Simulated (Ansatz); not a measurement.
# How well the gap of AlIn2N3 (Cmc2_1) can be computed, part 2 of 2

The study climbs from cheap functionals to G0W0 on AlIn2N3 (Cmc2_1) and then asks what each convergence step is worth.

Ansatz 0.2.0; density functionals, hybrids, G0W0, plane waves, PAW. Known limits of the many-body steps: not at the basis limit; no spin-orbit coupling; coarse k mesh.

So far. Step 5 (HSE06): The gap stands +1.03 eV against PBE. Step 6 (G0W0, 6×6×4 mesh, 151 empty bands, screening to 54 eV …): The gap on the mesh goes from 0.88 eV to 1.35 eV, a correction of +0.47 eV. Between the two edge states, bare exchange in place of the xc potential would open the gap by 6.43 eV, and correlation takes back 5.97 eV.

**7. G0W0, 6×6×4 mesh, 427 empty bands, screening to 108 eV, PAW set soft_1 files**

Level of this step: G0W0 on PBE, plane waves, PAW; PAW set soft_1 (Ansatz).

Another rung: the empty bands reach about as high as the screening cutoff, so the two stay in balance.

input.yaml

```yaml
crystal:
  lattice:
    - [5.1481021059, -2.9628729689, 0.0]
    - [5.1481021059, 2.9628729689, 0.0]
    - [0.0, 0.0, 5.500038]
  atoms:
    - { symbol: Al, position: [0.341243, 0.658757, 0.989218] }
    - { symbol: Al, position: [0.658757, 0.341243, 0.489218] }
    - { symbol: In, position: [0.988295, 0.335413, 0.987121] }
    - { symbol: In, position: [0.664587, 0.011705, 0.987121] }
    - { symbol: In, position: [0.011705, 0.664587, 0.487121] }
    - { symbol: In, position: [0.335413, 0.988295, 0.487121] }
    - { symbol: "N", position: [0.968855, 0.332959, 0.385637] }
    - { symbol: "N", position: [0.667041, 0.031145, 0.385637] }
    - { symbol: "N", position: [0.031145, 0.667041, 0.885637] }
    - { symbol: "N", position: [0.332959, 0.968855, 0.885637] }
    - { symbol: "N", position: [0.368643, 0.631357, 0.337266] }
    - { symbol: "N", position: [0.631357, 0.368643, 0.837266] }
kpoints:
  mp_grid: { grid: [6, 6, 4] }
hamiltonian:
  xc: pbe
  pseudopotentials: { kind: paw, azcp: { folder: soft_1 } }
scf:
  occupations: { method: fixed }
gw:
  n_empty_bands: 427
  ecut_chi: 108
  qp_bands: [v4, c4]
  qp_kpoints: band_edges
  screening: { model: contour_deformation }
```

Command:

```
ansatz run input.yaml --threads 2 --pin off --max-ram 92160MiB --backend cuda --events-out ev --progress --plain --runs-dir out --devices 1 --max-vram 13GiB
```

Numbers of over 12 decimals in the logs are rounded to 6 here.

The program printed:

```text
GPUs: using 1 of 1 available (devices: 1).
[...]
GPU FFT provider: cuFFT
GPU libraries: cuBLAS 13.8.2, cuFFT 12.4.0, cuSOLVER 12.3.4
Crystal: 12 atoms, lattice volume = 167.786 Å³
Basis set: ecut = 420 eV, 3247 PW (Γ)
Bands: 56, of which v1, the nominal top of the filled ones, is band 44 counted from 1 (43 counted from 0)
Symmetry: 4 space group operations
[...]
k-points: 39 of 144 (time reversal used)
[...]
12    48     14.0986   -11.1885    -4.7358   -16.7043  0.7424    14.9314    14.8785  root ?
[...]
37    45     12.3645   -11.4038    -3.9590   -16.0185  0.7540    13.0449    13.0202  root
    37    46     12.4515    -9.2651    -4.0959   -13.8320  0.7837    12.9311    12.9226  root
    37    47     12.4600   -10.3945    -3.9477   -14.9015  0.7668    13.0340    13.0193  root
    37    48     13.6791    -7.6738    -4.2924   -12.3133  0.7838    14.0307    14.0262  root
[key lines of the parts left out:]
SCF converged after 9 iterations
Free energy (F): -25775.091800 eV
Fermi energy:    8.622197 eV
```

Run time: 5.9 min. Hardware: 1 × NVIDIA H100 80GB HBM3 (shared by 6 runs) with 2 threads of AMD EPYC 7R13 (Zen 3), shared host; peak memory 3.6 GiB.

Numbers from this step:

| Property | Result |
| --- | --- |
| bands summed | 471 |
| RPA ε∞ on this mesh (eigenvalues) | 7.347, 7.377, 7.554 |
| plane waves in the screening matrix | 409 |
| G0W0 gap on the mesh | 1.563 eV |
| k of the valence top | 0, 0, 0 |
| k of the conduction bottom | 0, 0, 0 |
| starting gap on the mesh | 0.8805 eV |
| least direct G0W0 gap on the computed points | 1.563 eV |

Against the run with 6×6×4 mesh, 151 empty bands, screening to 54 eV, PAW set soft_1 files, the gap moves by +0.22 eV.

**8. G0W0, 6×6×4 mesh, 920 empty bands, screening to 180 eV, PAW set soft_1 files**

input.yaml: that of step 7 with these lines changed.

```diff
@@ -26,4 +26,4 @@
 gw:
-  n_empty_bands: 427
-  ecut_chi: 108
+  n_empty_bands: 920
+  ecut_chi: 180.0
   qp_bands: [v4, c4]
```

The program printed:

```text
GPUs: using 1 of 1 available (devices: 1).
[...]
GPU FFT provider: cuFFT
GPU libraries: cuBLAS 13.8.2, cuFFT 12.4.0, cuSOLVER 12.3.4
Crystal: 12 atoms, lattice volume = 167.786 Å³
Basis set: ecut = 420 eV, 3247 PW (Γ)
Bands: 56, of which v1, the nominal top of the filled ones, is band 44 counted from 1 (43 counted from 0)
Symmetry: 4 space group operations
[...]
k-points: 39 of 144 (time reversal used)
[...]
GPU buffer pool allocated for 64000 grid points (all kernels)
[...]
SCF iter   1: F=—  HF=-25779.384353 eV  |F-HF|=—  |Δ(HF+E_count)|=         —  Δρ=8.76e-2  dr2=1.65e1  ethr=3.10e-3  ⟨swp⟩=5.0  Hψ=7005  notcnv=0  defer=371
[...]
SCF iter   9: F=-25775.091800 eV  HF=-25775.091800 eV  |F-HF|=4.15e-8  |Δ(HF+E_count)|=   1.34e-6  Δρ=4.64e-6  dr2=3.51e-8  ethr=1.14e-10  ⟨swp⟩=12.2  Hψ=9885  notcnv=0
SCF 1 converged in 9 iterations: F = -25775.091800 eV  dr2 = 3.51e-8
[...]
G₀W₀ screening: q 1/39
[... further progress lines ...]
[...]
SCF converged after 9 iterations
Free energy (F): -25775.091800 eV
[...]
Internal energy: -25775.091800 eV  (E = F + TS)
E sigma→0 (E₀):  -25775.091800 eV
Fermi energy:    8.622197 eV
[...]
--- Band table (eV; the first three rows and the last of 39) ---
  k-point 0: bands = [... 40 lower, 8.0369, 8.5748, 8.6093, 8.6222, 9.5027, 12.0474, 13.6010, 13.9614, ... 8 higher]
  k-point 1: bands = [... 40 lower, 8.1401, 8.1711, 8.5048, 8.5120, 10.6156, 12.1095, 13.9923, 14.3424, ... 8 higher]
  k-point 2: bands = [... 40 lower, 8.3002, 8.3002, 8.3939, 8.3939, 11.7672, 11.7672, 14.4659, 14.4659, ... 8 higher]
  k-point 38: bands = [... 40 lower, 7.6353, 7.6353, 7.9235, 7.9235, 12.6213, 12.6213, 13.0723, 13.0723, ... 8 higher]
[...]
0    41      8.0369   -21.3215     2.8861   -17.8206  0.7310     7.4030     7.4222  root
     0    42      8.5748   -21.5426     2.7717   -18.2076  0.7321     7.9972     8.0115  root
     0    43      8.6093   -21.6225     2.6735   -18.3927  0.7339     8.0396     8.0530  root
     0    44      8.6222   -21.8230     2.6866   -18.5845  0.7338     8.0572     8.0704  root
     0    45      9.5027   -11.5458    -2.9942   -14.7421  0.7784     9.7057     9.7048  root
     0    46     12.0474    -9.9126    -4.3264   -14.5911  0.7832    12.4034    12.3995  root
     0    47     13.6010    -7.3997    -4.3319   -11.9323  0.7844    13.8030    13.8017  root
     0    48     13.9614    -6.6974    -4.2979   -11.1063  0.7913    14.0728    14.0724  root
     1    41      8.1401   -21.4660     2.8712   -17.9886  0.7314     7.5157     7.5339  root
     1    42      8.1711   -21.3921     2.8344   -17.9577  0.7316     7.5535     7.5711  root
     1    43      8.5048   -21.6425     2.7652   -18.3054  0.7329     7.9179     7.9328  root
     1    44      8.5120   -21.7901     2.7722   -18.4496  0.7329     7.9291     7.9437  root
     1    45     10.6156   -12.4092    -3.0142   -15.6677  0.7662    10.8614    10.8599  root
     1    46     12.1095   -10.0684    -4.3139   -14.7497  0.7778    12.4815    12.4770  root
     1    47     13.9923    -8.6295    -4.5687   -13.5256  0.7669    14.3240    14.3197  root
     1    48     14.3424    -7.3921    -4.4356   -12.0171  0.7769    14.5329    14.5317  root
     2    41      8.3002   -21.5306     2.8277   -18.1100  0.7321     7.6905     7.7074  root
     2    42      8.3002   -21.5306     2.8277   -18.1100  0.7321     7.6905     7.7074  root
     2    43      8.3939   -21.4899     2.7504   -18.1667  0.7323     7.8060     7.8210  root
     2    44      8.3939   -21.4899     2.7504   -18.1667  0.7323     7.8060     7.8210  root
     2    45     11.7672   -11.1357    -3.9208   -15.4174  0.7649    12.1325    12.1281  root
     2    46     11.7672   -11.1357    -3.9208   -15.4174  0.7649    12.1325    12.1281  root
     2    47     14.4659    -9.7848    -4.9950   -15.2165  0.7571    14.9113    14.9025  root
     2    48     14.4659    -9.7848    -4.9950   -15.2165  0.7571    14.9113    14.9025  root
[...]
37    41      7.6315   -21.2429     3.2721   -17.2981  0.7252     6.9309     6.9589  root
    37    42      7.7628   -21.2351     3.1503   -17.4406  0.7263     7.0953     7.1187  root
    37    43      8.0591   -20.9871     2.7713   -17.6202  0.7310     7.4458     7.4636  root
    37    44      8.3727   -21.3082     2.7700   -17.9712  0.7306     7.7909     7.8057  root
    37    45     12.3645   -11.4038    -4.1841   -16.0185  0.7513    12.8027    12.7951  root
    37    46     12.4515    -9.2651    -4.2705   -13.8320  0.7822    12.7507    12.7479  root
    37    47     12.4600   -10.3945    -4.1475   -14.9015  0.7645    12.8243    12.8195  root
    37    48     13.6791    -7.6738    -4.4237   -12.3133  0.7831    13.8964    13.8949  root
```

Wall time 14 min (1 × NVIDIA H100 80GB HBM3 (shared by 6 runs) with 2 threads); peak memory 9.1 GiB; 22 min of CPU time.

This step gave:

```
bands summed                                 : 964
RPA ε∞ on this mesh (eigenvalues)            : 7.282, 7.312, 7.498
plane waves in the screening matrix          : 925
q-points in the mesh                         : 144
G0W0 gap on the mesh                         : 1.634 eV
k of the valence top                         : 0, 0, 0
k of the conduction bottom                   : 0, 0, 0
starting gap on the mesh                     : 0.8805 eV
Z at the valence top                         : 0.7338
Z at the conduction bottom                   : 0.7784
least direct G0W0 gap on the computed points : 1.634 eV
```

Against the run with 6×6×4 mesh, 427 empty bands, screening to 108 eV, PAW set soft_1 files, the gap moves by +0.07 eV.

Limits: finite bands, cutoff and mesh; no spin-orbit coupling; coarse k mesh. v1 is the top filled band, c1 the lowest empty one. Levels before and after the correction, in eV, zero at the valence-band top of each column:

```
           conduction bottom  valence top
Kohn-Sham               0.88         0.00
     G0W0               1.63         0.00
```

```
           level  occupation  energy (eV)
Kohn-Sham   Γ v4           2       -0.585
Kohn-Sham   Γ v3           2       -0.047
Kohn-Sham   Γ v2           2       -0.013
Kohn-Sham   Γ v1           2        0.000
Kohn-Sham   Γ c1           0        0.881
Kohn-Sham   Γ c2           0        3.425
Kohn-Sham   Γ c3           0        4.979
Kohn-Sham   Γ c4           0        5.339
     G0W0   Γ v4           2       -0.648
     G0W0   Γ v3           2       -0.059
     G0W0   Γ v2           2       -0.017
     G0W0   Γ v1           2        0.000
     G0W0   Γ c1           0        1.634
     G0W0   Γ c2           0        4.329
     G0W0   Γ c3           0        5.731
     G0W0   Γ c4           0        6.002
```

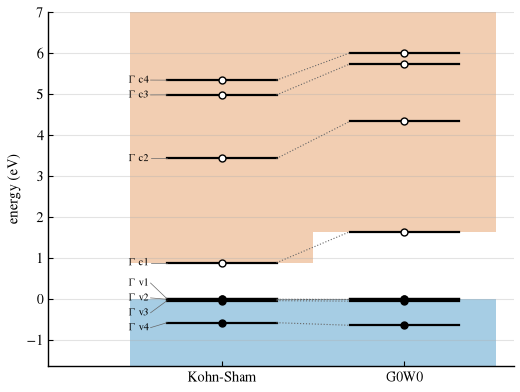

Levels before and after the correction. Shaded: valence and conduction bands. Filled marks are occupied levels, open marks empty ones.

The parts of the quasiparticle energy at the two band edges (eV; QP = start + Σx + Σc − Vxc):

```
      run               edge  start      Σx     Σc     Vxc     Z     QP
195 bands        valence top   8.62  -21.82   3.38  -18.58  0.74   8.77
195 bands  conduction bottom   9.50  -11.55  -2.59  -14.74  0.79  10.11
471 bands        valence top   8.62  -21.82   2.95  -18.58  0.74   8.33
471 bands  conduction bottom   9.50  -11.55  -2.80  -14.74  0.78   9.90
964 bands        valence top   8.62  -21.82   2.69  -18.58  0.73   8.07
964 bands  conduction bottom   9.50  -11.55  -2.99  -14.74  0.78   9.70
```

**9. G0W0@PBE, 3×3×2 mesh, 427 empty bands, screening to 108 eV, PAW set soft_1 files**

Only the mesh changes. It samples the long-range screening, which converges on its own terms. Bands and cutoff differ from the step before, so it is read against an earlier run that matches them.

input.yaml: that of step 8 with these lines changed.

```diff
@@ -19,3 +19,3 @@
 kpoints:
-  mp_grid: { grid: [6, 6, 4] }
+  mp_grid: { grid: [3, 3, 2] }
 hamiltonian:
@@ -26,4 +26,4 @@
 gw:
-  n_empty_bands: 920
-  ecut_chi: 180.0
+  n_empty_bands: 427
+  ecut_chi: 108
   qp_bands: [v4, c4]
```

The program printed:

```text
GPUs: using 1 of 1 available (devices: 1).
[...]
GPU FFT provider: cuFFT
GPU libraries: cuBLAS 13.8.2, cuFFT 12.4.0, cuSOLVER 12.3.4
Crystal: 12 atoms, lattice volume = 167.786 Å³
Basis set: ecut = 420 eV, 3247 PW (Γ)
Bands: 56, of which v1, the nominal top of the filled ones, is band 44 counted from 1 (43 counted from 0)
Symmetry: 4 space group operations
[...]
k-points: 8 of 18
[...]
0    48     13.9625    -6.6550    -4.3353   -11.1043  0.7518    14.0773    14.0766  root
[...]
7    45     12.6310    -9.0007    -4.1622   -13.4956  0.7413    12.9716    12.9636  root
     7    46     12.6310    -9.0007    -4.1622   -13.4956  0.7413    12.9716    12.9636  root
     7    47     12.7848    -9.6917    -4.3070   -14.4410  0.7337    13.2427    13.2271  root
     7    48     12.7848    -9.6917    -4.3070   -14.4410  0.7337    13.2427    13.2271  root
[key lines of the parts left out:]
SCF converged after 9 iterations
Free energy (F): -25775.052383 eV
Fermi energy:    8.626696 eV
```

The job ended after 26 s (1 × NVIDIA H100 80GB HBM3 (shared by 6 runs) with 2 threads; peak memory 1.6 GiB; 28 s of CPU time).

Numbers from this step:

* bands summed: 471
* RPA ε∞ on this mesh (eigenvalues): 14.18, 14.57, 14.91
* plane waves in the screening matrix: 409
* G0W0 gap on the mesh: 1.425 eV
* k of the valence top: 0, 0, 0
* k of the conduction bottom: 0, 0, 0
* starting gap on the mesh: 0.8790 eV
* least direct G0W0 gap on the computed points: 1.425 eV

Against the run with 6×6×4 mesh, 427 empty bands, screening to 108 eV, PAW set soft_1 files, the gap moves by −0.14 eV.

**10. The ladder**

Times are wall times on 1 × NVIDIA H100 80GB HBM3 (shared by 6 runs) with 2 threads of AMD EPYC 7R13 (Zen 3), shared host, good to a factor of about two. G0W0 rows are gaps on the mesh, lowered by the amount that the mesh misses the start's edges, a rough step that assumes the same correction there.

```
                            level  gap (eV)  least direct gap (eV)     time
                              PBE      0.88                   0.88     11 s
                          PBE+SOC      0.88                   0.88     18 s
                           r2SCAN      1.22                   1.22     12 s
                            HSE06      1.91                   1.91  2.2 min
       G0W0@PBE (151 empty bands)      1.35                      -  2.4 min
       G0W0@PBE (427 empty bands)      1.56                      -  5.9 min
       G0W0@PBE (920 empty bands)      1.63                      -   14 min
G0W0@PBE (427 empty bands, 3×3×2)      1.42                      -     26 s
```

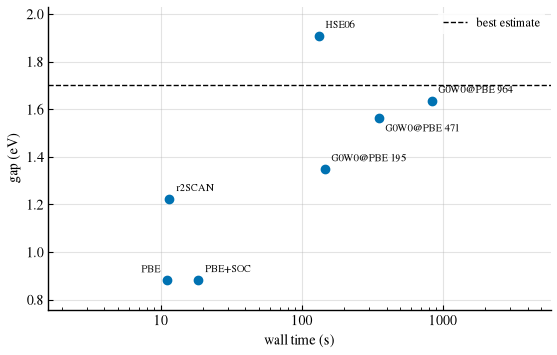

Result against wall time.

**11. Adding up the best estimate**

```
                                                                   term      eV  running total (eV)
                                             G0W0 on the mesh, top rung   1.634               1.634
to the limit, by a line in one over the bands through the two top rungs  +0.068               1.703
                                            spin-orbit change, from PBE  +0.001               1.704
```

Changes that are not added in, each against a run with equal bands and cutoff:

```
                                                 change     eV
the coarser 3×3×2 mesh (change of the correction alone)  −0.14
```

**12. What came out**

| Quantity | Value |
| --- | --- |
| PBE gap | 0.88 eV, direct |
| HSE06 | 1.91 eV |
| G0W0, top rung on the mesh | 1.63 eV |
| best estimate, G0W0@PBE with spin-orbit change | 1.70 eV |
| GW settings of the top rung | 6×6×4 mesh, 920 empty bands, screening to 180 eV, PAW set soft_1 files |
| known limits | one-shot GW, static lattice; coarse k mesh |

In words: The best estimate for G0W0@PBE is 1.70 eV, direct on the mesh, against 0.88 eV at the start (both with spin-orbit coupling). The pair of rungs below gives a limit +0.01 eV away. Of the changes left open the largest, −0.14 eV, comes from the coarser 3×3×2 mesh (change of the correction alone). Among the functionals HSE06 comes nearest: +0.20 eV from the estimate. All runs took 26 min, 89 % of it in G0W0. The 6×6×4 mesh is coarse for this cell (its supercell is 22 Å along the shortest edge). The RPA ε∞ on it, from the PBE start, is 7.28, 7.31 and 7.50; such meshes misread the long-range screening, most where the gap is narrow.

[Paths, hosts, dates, memory and timing lines, banners, echoed tables and standing remarks are left out of the program output.]

[Logs are printed without paths, hosts, clocks, repeated set-up lines and the standing remarks that a program may print on its own settings, such as how far it seeks lower states.]

[Runs of the session that timed out or met a known fault of the program may be left out.]

[Cells called generated may have been cut or substituted from an entry of the Crystallography Open Database or the Materials Project.]

[Hosts, paths, dates, database ids (printed as entryN), source tags and the programs' standing remarks are cut or masked in the printed files.]
